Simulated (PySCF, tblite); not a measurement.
# C₅H₁₀BN₃: geometry, infrared bands and NMR shifts

Aim: predict the infrared bands and NMR shifts of C₅H₁₀BN₃ (`C[C@@H]1NB(C#N)N[C@H]1C`).

Computed with tblite 0.8.0 and PySCF 2.14.0, with density-fitted response routines of our own, on a single molecule in the gas phase. Atoms are numbered from 0 throughout.

### Step 1. Starting geometry

19 atoms, charge 0, multiplicity 1; geometry from: force field or distance geometry start.

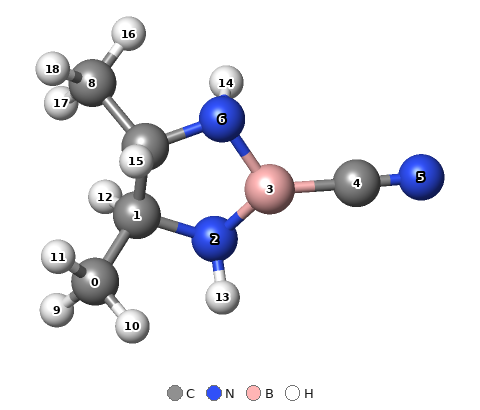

The starting geometry (carbon grey, nitrogen blue, boron pink, hydrogen white), atoms numbered; sticks join atoms by distance.

### Step 2. Optimising the geometry with GFN2-xTB

What the job is given:

```
{"job": {"kind": "relax", "xc": "GFN2-xTB", "basis": "xTB"}, "charge": 0, "multiplicity": 1}
C     -1.969500    -0.702200    -0.385800
C     -0.515900    -0.361800    -0.544500
N      0.311000    -1.477200    -0.060700
B      1.152600    -0.935600     1.068300
C      2.356200    -1.670300     1.700800
N      3.277200    -2.206400     2.149900
N      1.164300     0.574100     0.834200
C     -0.093300     0.876100     0.221800
C      0.156400     2.010500    -0.755000
H     -2.404800    -1.074000    -1.340400
H     -2.188700    -1.456700     0.389700
H     -2.493100     0.264500    -0.111100
H     -0.323900    -0.190700    -1.588900
H     -0.267900    -2.300800     0.193100
H      1.958500     0.721500     0.155100
H     -0.809100     1.165500     1.027200
H      1.229800     2.284200    -0.687700
H     -0.041000     1.638300    -1.775800
H     -0.508600     2.850300    -0.497600
```

Command:

```console
$ OMP_NUM_THREADS=1 python probes_run.py task.json out
```

The driver reads the jobs from task.json and runs them one after another.

The log of the run:

```text
step      E/eV     max force
  0    -701.00297    3.211
  1    -701.44841    2.628
  2    -701.42001    6.527
  3    -701.78421    0.908
  4    -701.86949    1.014
  5    -702.00172    1.257
  6    -702.08522    1.026
  7    -702.19020    0.754
  8    -702.25807    0.685
  9    -702.30791    0.600
 10    -702.34194    0.506
 11    -702.37100    0.449
 12    -702.39846    0.568
 13    -702.43329    0.887
 14    -702.45013    1.754
 15    -702.49918    0.757
 16    -702.52203    0.291
 17    -702.53490    0.329
 18    -702.54919    0.417
 19    -702.56097    0.262
 20    -702.57198    0.256
 21    -702.58139    0.265
 22    -702.59484    0.305
 23    -702.60351    0.235
 24    -702.60907    0.158
 25    -702.61301    0.148
 26    -702.61823    0.215
 27    -702.62312    0.187
 28    -702.62688    0.206
 29    -702.62959    0.144
 30    -702.63235    0.168
 31    -702.63553    0.187
 32    -702.63848    0.128
 33    -702.64111    0.121
 34    -702.64485    0.145
 35    -702.65021    0.210
 36    -702.65657    0.215
 37    -702.66210    0.157
 38    -702.66667    0.132
 39    -702.67071    0.162
 40    -702.67493    0.156
 41    -702.67963    0.172
 42    -702.68521    0.207
 43    -702.69186    0.231
 44    -702.69862    0.358
 45    -702.70377    0.340
 46    -702.71145    0.271
 47    -702.71928    0.273
 48    -702.72706    0.250
 49    -702.73522    0.226
 50    -702.74162    0.217
 51    -702.74634    0.155
 52    -702.75186    0.162
 53    -702.75736    0.161
 54    -702.76296    0.167
 55    -702.76704    0.165
 56    -702.77156    0.219
 57    -702.77617    0.169
 58    -702.78129    0.175
 59    -702.78462    0.198
 60    -702.78850    0.166
 61    -702.79188    0.192
 62    -702.79504    0.163
 63    -702.79754    0.162
 64    -702.80019    0.151
 65    -702.80361    0.127
 66    -702.80629    0.158
 67    -702.80912    0.138
 68    -702.81128    0.101
 69    -702.81337    0.096
 70    -702.81560    0.105
 71    -702.81853    0.145
 72    -702.82219    0.157
 73    -702.82628    0.149
 74    -702.82947    0.230
 75    -702.82491    0.433
 76    -702.83420    0.158
 77    -702.83589    0.275
 78    -702.83902    0.201
 79    -702.84308    0.151
 80    -702.84579    0.140
 81    -702.84882    0.137
 82    -702.85088    0.137
 83    -702.85310    0.140
 84    -702.85596    0.109
 85    -702.85839    0.100
 86    -702.85893    0.087
 87    -702.85988    0.067
 88    -702.86075    0.067
 89    -702.86150    0.049
 90    -702.86191    0.054
 91    -702.86225    0.049
 92    -702.86265    0.041
 93    -702.86320    0.046
 94    -702.86379    0.045
 95    -702.86422    0.045
 96    -702.86448    0.037
 97    -702.86466    0.033
 98    -702.86482    0.032
 99    -702.86499    0.032
100    -702.86513    0.024
101    -702.86522    0.019
102    -702.86528    0.021
103    -702.86534    0.018
104    -702.86540    0.016
105    -702.86546    0.018
106    -702.86551    0.040
107    -702.86554    0.034
108    -702.86557    0.016
109    -702.86564    0.014
110    -702.86570    0.025
111    -702.86580    0.034
112    -702.86591    0.030
113    -702.86604    0.025
114    -702.86620    0.031
115    -702.86643    0.039
116    -702.86670    0.035
117    -702.86693    0.027
118    -702.86708    0.026
119    -702.86717    0.024
120    -702.86723    0.022
121    -702.86729    0.022
122    -702.86738    0.021
123    -702.86748    0.024
124    -702.86759    0.026
125    -702.86769    0.024
126    -702.86780    0.026
127    -702.86792    0.032
128    -702.86804    0.033
129    -702.86814    0.022
130    -702.86821    0.022
131    -702.86828    0.018
132    -702.86834    0.018
133    -702.86840    0.017
134    -702.86843    0.013
135    -702.86845    0.016
136    -702.86848    0.015
137    -702.86851    0.014
138    -702.86855    0.016
139    -702.86859    0.018
140    -702.86863    0.016
141    -702.86866    0.014
142    -702.86869    0.016
143    -702.86873    0.016
144    -702.86877    0.014
145    -702.86880    0.009
```

Run time: 1.7 s. Hardware: 1 thread of Arm Neoverse N1, shared host; peak memory 0.18 GiB.

Relaxation path: (not every step is listed) (the energy doesn't fall at every step)

| step | energy from step 0 (eV) | largest force (eV/Å) |
| --- | --- | --- |
| 0 | 0.0000 | 3.2107 |
| 1 | -0.4454 | 2.6280 |
| 2 | -0.4170 | 6.5268 |
| 3 | -0.7812 | 0.9076 |
| 4 | -0.8665 | 1.0138 |
| 5 | -0.9987 | 1.2570 |
| 6 | -1.0823 | 1.0255 |
| 7 | -1.1872 | 0.7536 |
| 8 | -1.2551 | 0.6854 |
| 21 | -1.5784 | 0.2649 |
| 34 | -1.6419 | 0.1447 |
| 47 | -1.7163 | 0.2732 |
| 60 | -1.7855 | 0.1663 |
| 73 | -1.8233 | 0.1494 |
| 86 | -1.8560 | 0.0871 |
| 99 | -1.8620 | 0.0318 |
| 112 | -1.8629 | 0.0304 |
| 125 | -1.8647 | 0.0243 |
| 138 | -1.8656 | 0.0158 |
| 140 | -1.8657 | 0.0164 |
| 141 | -1.8657 | 0.0139 |
| 142 | -1.8657 | 0.0158 |
| 143 | -1.8658 | 0.0156 |
| 144 | -1.8658 | 0.0144 |
| 145 | -1.8658 | 0.0093 |

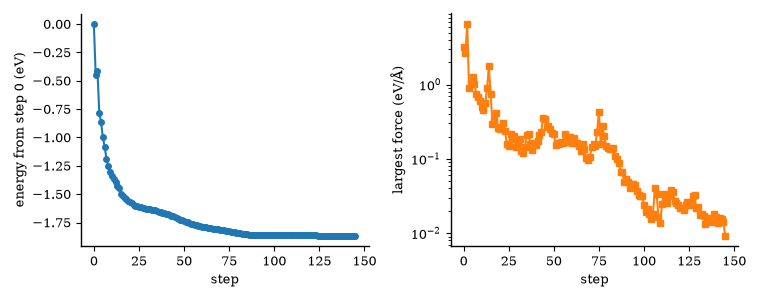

Energy and force, step by step.

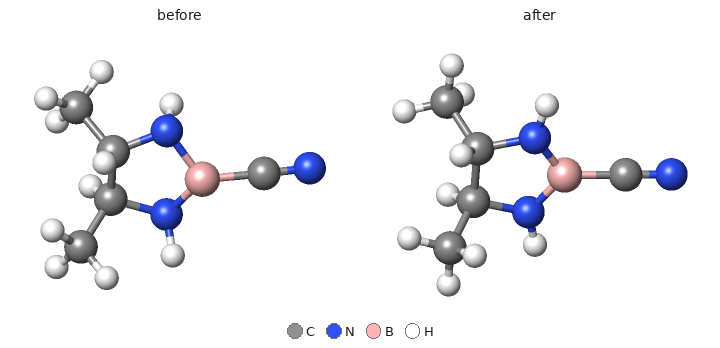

The geometry before (left) and after (right).

Distances of close pairs at the start and the end, largest changes first:

```csv
bond,before (Å),after (Å),change (Å)
B3–N6,1.528,1.401,-0.127
N2–B3,1.509,1.401,-0.108
N6–H14,1.055,1.004,-0.051
C0–H11,1.133,1.087,-0.046
C1–C7,1.516,1.552,+0.036
N2–H13,1.038,1.004,-0.034
C0–C1,1.501,1.529,+0.028
C1–H12,1.076,1.101,+0.025
```

The next job starts from the end point, and lists it.

### Step 3. Infrared spectrum with GFN2-xTB

What the job is given:

```
{"job": {"kind": "ir", "xc": "GFN2-xTB", "basis": "xTB"}, "charge": 0, "multiplicity": 1}
C     -2.082988    -0.664579    -0.089392
C     -0.655304    -0.359580    -0.544981
N      0.263318    -1.412775    -0.161377
B      1.253202    -0.951837     0.716743
C      2.365078    -1.788482     1.344095
N      3.204488    -2.414540     1.813384
N      1.039262     0.418892     0.913724
C     -0.076341     0.912161     0.131394
C      0.371871     1.960911    -0.887561
H     -2.446344    -1.573871    -0.564083
H     -2.107639    -0.803887     0.989078
H     -2.746349     0.154219    -0.356974
H     -0.654170    -0.238036    -1.638879
H      0.080160    -2.337395    -0.507159
H      1.561447     1.086713     1.451707
H     -0.830530     1.364445     0.792663
H      0.795906     2.824610    -0.379515
H      1.128720     1.539187    -1.545170
H     -0.473590     2.293093    -1.485160
```

The log of the run:

```text
mode    cm-1     km/mol
  1      53.1      0.14
  2      82.6      1.97
  3     116.6      5.77
  4     223.5      0.01
  5     224.2      0.24
  6     254.9     17.55
  7     291.5      0.01
  8     319.9      8.08
  9     413.7     12.81
 10     427.7      0.09
 11     442.9      0.00
 12     474.9      0.54
 13     511.2    173.46
 14     542.0      8.98
 15     551.2      0.57
 16     651.2      1.89
 17     817.3      0.69
 18     862.7      7.39
 19     949.3      3.07
 20     971.3      0.07
 21    1002.0      6.72
 22    1066.3      9.38
 23    1076.2      0.38
 24    1118.9     17.65
 25    1127.1      0.17
 26    1147.0     49.91
 27    1188.8      0.28
 28    1221.6     41.06
 29    1265.4     16.01
 30    1277.6     66.37
 31    1306.0     16.03
 32    1337.9      0.00
 33    1394.2    212.23
 34    1399.9     18.65
 35    1401.5     18.12
 36    1428.4    119.57
 37    1491.7      4.98
 38    1492.8      0.05
 39    1497.3      2.42
 40    1498.1      3.57
 41    2366.5     68.32
 42    2851.9     66.23
 43    2855.2     77.16
 44    3027.8     14.87
 45    3029.1     53.15
 46    3035.9      6.59
 47    3037.0     12.30
 48    3037.6     58.39
 49    3038.0     42.03
 50    3516.9      0.32
 51    3519.4      2.25
```

It took 1.1 s on 1 thread of Arm Neoverse N1, shared host; peak memory 0.18 GiB.

The strongest bands and the atoms that carry them (share of the mass-weighted mode):

| cm⁻¹ | km/mol | atoms |
| --- | --- | --- |
| 511 | 173.5 | H14 44 %, H13 44 % |
| 1278 | 66.4 | H15 28 %, H12 28 %, B3 13 %, C1 10 % |
| 1394 | 212.2 | B3 34 %, N6 18 %, N2 18 % |
| 1428 | 119.6 | B3 36 %, N2 17 %, N6 17 % |
| 2366 | 68.3 | C4 58 %, N5 41 % |
| 2852 | 66.2 | H12 92 % |
| 2855 | 77.2 | H15 92 % |
| 3038 | 58.4 | H11 48 %, H18 31 % |

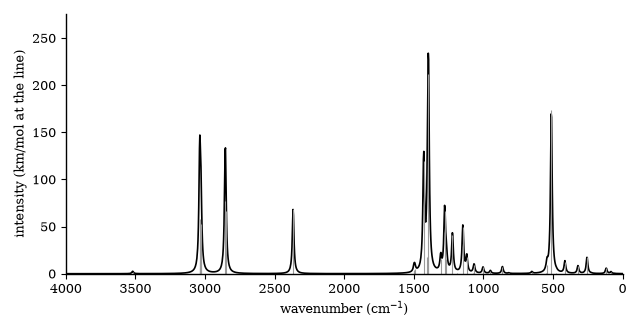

The infrared spectrum from these modes, unscaled. Lines are broadened to a width of 14 cm⁻¹ (Lorentzian).

### Step 4. Nuclear shieldings: PBE0/pcSseg-1

Settings changed since step 3:

```diff
@@ -1,2 +1,2 @@
-{"job": {"kind": "ir", "xc": "GFN2-xTB", "basis": "xTB"}, "charge": 0, "multiplicity": 1}
+{"job": {"kind": "nmr", "xc": "PBE0", "basis": "pcSseg-1"}, "charge": 0, "multiplicity": 1}
 C     -2.082988    -0.664579    -0.089392
```

Level: GIAO PBE0/pcSseg-1 NMR shielding, non-relativistic, gas phase.

The log of the run:

```text
coarse grid: 15904 points
cycle   1  E = -385.1201214223  dE =  1.245e+00  |g| = 5.363e-01  |ddm| = 3.846e+00
cycle   2  E = -385.0637916049  dE =  5.633e-02  |g| = 7.631e-01  |ddm| = 9.261e-01
cycle   3  E = -385.1808235319  dE = -1.170e-01  |g| = 2.140e-01  |ddm| = 5.198e-01
cycle   4  E = -385.1901971207  dE = -9.374e-03  |g| = 5.981e-02  |ddm| = 1.498e-01
cycle   5  E = -385.1909146508  dE = -7.175e-04  |g| = 1.746e-02  |ddm| = 4.507e-02
cycle   6  E = -385.1909812063  dE = -6.656e-05  |g| = 3.244e-03  |ddm| = 1.356e-02
cycle   7  E = -385.1909834215  dE = -2.215e-06  |g| = 8.027e-04  |ddm| = 2.883e-03
final grid: 153944 points
cycle   8  E = -385.2384081185  dE = -4.831e-05  |g| = 8.852e-03  |ddm| = 3.278e-02
cycle   9  E = -385.2384001457  dE =  7.973e-06  |g| = 1.074e-02  |ddm| = 1.596e-02
cycle  10  E = -385.2384267409  dE = -2.660e-05  |g| = 1.551e-03  |ddm| = 8.786e-03
cycle  11  E = -385.2384271949  dE = -4.540e-07  |g| = 6.663e-04  |ddm| = 1.176e-03
cycle  12  E = -385.2384272836  dE = -8.877e-08  |g| = 1.812e-04  |ddm| = 4.620e-04
cycle  13  E = -385.2384272904  dE = -6.729e-09  |g| = 4.217e-05  |ddm| = 1.380e-04
cycle  14  E = -385.2384272908  dE = -4.080e-10  |g| = 1.003e-05  |ddm| = 4.493e-05
converged SCF energy = -385.2384272908

GIAO shielding tensors (ppm)
atom      isotropic    diamagn.    paramagn.     s11        s22        s33       span
  0 C      158.871     247.274     -88.403    141.683    151.008    183.923     42.240
  1 C      123.667     244.554    -120.886    106.178    121.783    143.040     36.863
  2 N      161.849     322.147    -160.298    101.107    169.218    215.222    114.116
  3 B       85.557     197.447    -111.890     67.896     83.551    105.224     37.328
  4 C       61.553     260.105    -198.552    -55.496    -51.337    291.493    346.990
  5 N      -81.882     337.960    -419.841   -267.204   -260.505    282.065    549.269
  6 N      161.645     322.167    -160.523    100.703    169.081    215.150    114.447
  7 C      123.758     244.559    -120.802    106.192    121.844    143.238     37.046
  8 C      158.768     247.310     -88.542    141.513    150.912    183.880     42.367
  9 H       30.472      29.430       1.041     26.234     28.168     37.013     10.779
 10 H       30.524      30.191       0.333     27.036     29.259     35.275      8.239
 11 H       30.698      29.862       0.835     26.354     28.594     37.145     10.792
 12 H       28.326      32.101      -3.775     26.036     26.495     32.447      6.411
 13 H       28.919      32.871      -3.952     22.733     27.947     36.078     13.344
 14 H       28.912      32.888      -3.976     22.734     27.945     36.055     13.321
 15 H       28.335      32.102      -3.767     26.040     26.497     32.468      6.428
 16 H       30.476      29.457       1.019     26.238     28.176     37.013     10.775
 17 H       30.527      30.212       0.315     27.044     29.273     35.264      8.220
 18 H       30.695      29.873       0.821     26.360     28.580     37.144     10.785
```

Wall time 66 s (1 thread of Arm Neoverse N1, shared host); peak memory 0.92 GiB.

The references, computed at this level on geometries of the same kind, shield at (ppm): ¹H TMS 31.72, ¹³C TMS 186.9, ¹⁵N NH3 267.7, ¹¹B BF3·OEt2 100.1. Their shielding less the atom's gives the shift. The references are single molecules in the gas phase, so shifts against H2O, NH3, PH3, H3PO4 or CFCl3 are not on the usual liquid scales and can be off by tens of ppm. Atoms listed in one row are averaged.

```
                      atoms                                                  environment  σ (ppm)  δ (ppm)  δ scaled to CDCl3
                         C4                                               nitrile carbon     61.6    125.4              120.4
                     C1, C7                                           sp3 CH bonded to N    123.7     63.2               59.8
                     C0, C8                                                methyl carbon    158.8     28.1               25.5
                   H12, H15                            hydrogen on an sp3 CH bonded to N    28.33     3.39               3.30
                   H13, H14  hydrogen on a nitrogen bonded to C, B, in a 5-membered ring    28.92     2.80                  –
H9, H10, H11, H16, H17, H18                                  hydrogen on a methyl carbon    30.57     1.15               1.19
                         N5                                             nitrile nitrogen    -81.9    349.6                  –
                     N2, N6             nitrogen bonded to C, B, H, in a 5-membered ring    161.7    106.0                  –
                         B3                 boron bonded to C, 2 N, in a 5-membered ring     85.6     14.5                  –
```

The scaled column applies a straight-line fit of computed shieldings to shifts measured in CDCl3 (root-mean-square error 0.16 ppm for H, 1.9 ppm for C).

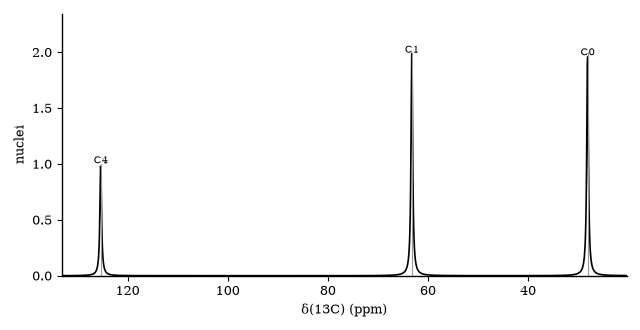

¹³C lines at the computed shifts, without couplings. Lines are broadened to a width of 0.39 ppm (Lorentzian).

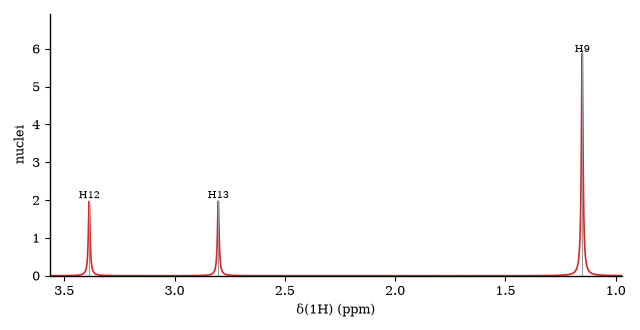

¹H lines at the computed shifts, without couplings. Lines are broadened to a width of 0.01 ppm (Lorentzian).

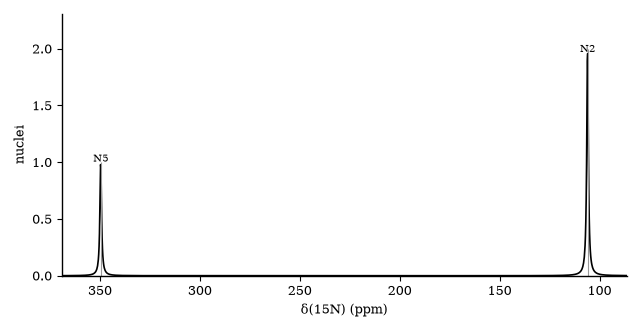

¹⁵N lines at the computed shifts, without couplings. Lines are broadened to a width of 0.97 ppm (Lorentzian).

Charges from the same density, by scheme (e):

```
 atoms  Mulliken    IAO  Hirshfeld  ESP fit
C0, C8     -0.21  -0.43      -0.12    -0.56
C1, C7     -0.07   0.01       0.03     0.47
N2, N6     -0.50  -0.42      -0.19    -0.76
    B3      0.60   0.21       0.17     0.32
    C4     -0.09   0.03       0.00     0.31
    N5     -0.24  -0.21      -0.21    -0.45
```

IAO charges:

C0 -0.43; C1 0.01; N2 -0.42; B3 0.21; C4 0.03; N5 -0.21; N6 -0.42; C7 0.01; C8 -0.43; H9 0.14; H10 0.15; H11 0.14; H12 0.12; H13 0.27; H14 0.27; H15 0.12; H16 0.14; H17 0.15; H18 0.14

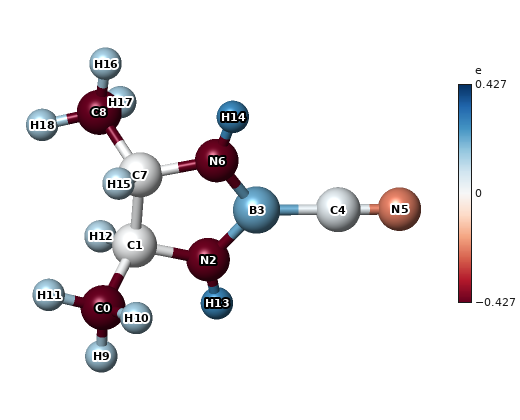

IAO charges, as colours on the atoms.

Mayer bond orders: C0–C1 1.04, C1–N2 0.94, N2–B3 1.18, B3–C4 0.90, C4–N5 2.93, B3–N6 1.18, N6–C7 0.94, C7–C8 1.04, C7–C1 0.97.

Ring of atoms C1, N2, B3, N6, C7: NICS(0) -5.9, NICS(1) -2.0, NICS(1)zz -1.5 ppm (means of both faces).

### Step 5. Results

| quantity | value |
| --- | --- |
| strongest single infrared mode (GFN2-xTB) | 1394 cm⁻¹, 212 km/mol |
| zero-point energy (GFN2-xTB) | 97.5 kcal/mol |
| ¹³C shifts against TMS (PBE0/pcSseg-1, means over atoms taken as alike) | 125.4, 63.2, 28.1 ppm |
| ¹H shifts against TMS (PBE0/pcSseg-1, means over atoms taken as alike) | 3.39, 2.80, 1.15 ppm |
| ¹⁵N shifts against NH3 (PBE0/pcSseg-1, means over atoms taken as alike) | 349.6, 106.0 ppm |
| ¹¹B shifts against BF3·OEt2 (PBE0/pcSseg-1) | 14.5 ppm |

What this shows: The optimisation took 145 steps and gained 1.866 eV; among the close pairs (by a distance rule), B3–N6 changed most, from 1.528 to 1.401 Å. All 51 modes are real, so the xTB geometry is a minimum. The strongest single mode, at 1394 cm⁻¹, has its largest shares on B3, N6 and N2 (the list is cut at 3 atoms). Unscaled tight-binding wavenumbers are off by several per cent, some by more. Its intensities can rank the bands wrongly. The most deshielded carbon is C4 (nitrile carbon), at 125.4 ppm: typical of a nitrile. The most deshielded hydrogen is H12, H15 (mean) (hydrogen on an sp3 CH bonded to N), at 3.39 ppm: its carbon carries N, hence the downfield position. At PBE0/pcSseg-1: The widest tensor belongs to N5: span 549 ppm, with a paramagnetic part of -420 ppm.
